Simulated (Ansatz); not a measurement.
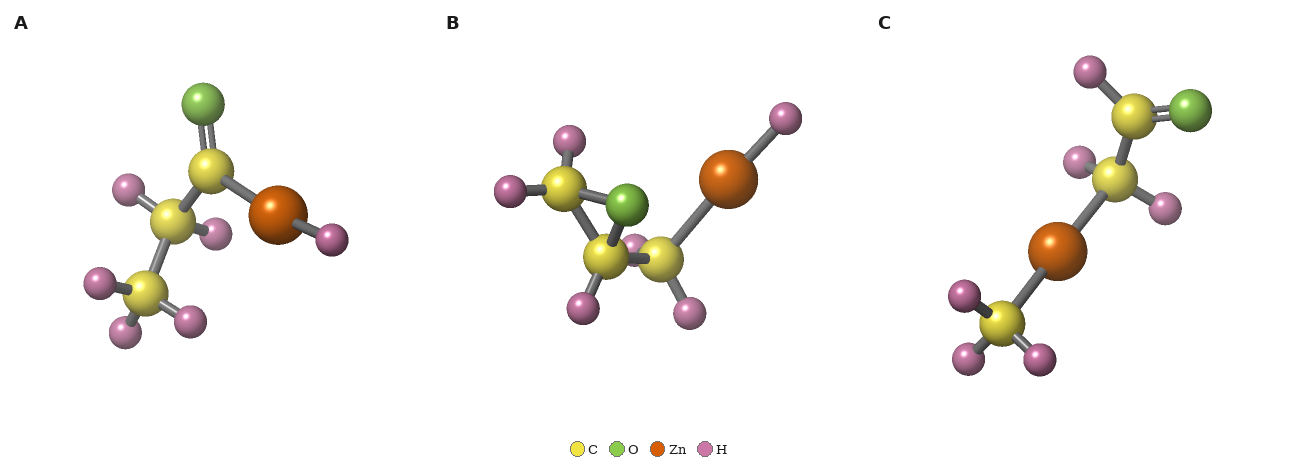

3 stationary structures of one formula. Geometries: PBE-D4/def2-SVP. Electronic energies: PBE-D4/def2-SVP (Ansatz 0.2.0), without zero-point energy. No frequency run is at hand to confirm each as a minimum. Each is one conformer, not always the lowest.

How are they related?

Answer. They are constitutional isomers of C3H6OZn: A `CC[C](=O)[ZnH]`, B `[ZnH][CH2][C@@H]1CO1`, C `[CH3][Zn][CH2]C=O`.

Which is lowest in energy, and by how much?

Answer. C is lowest; A lies 55.5 kJ/mol above it, B lies 127.0 kJ/mol above it.
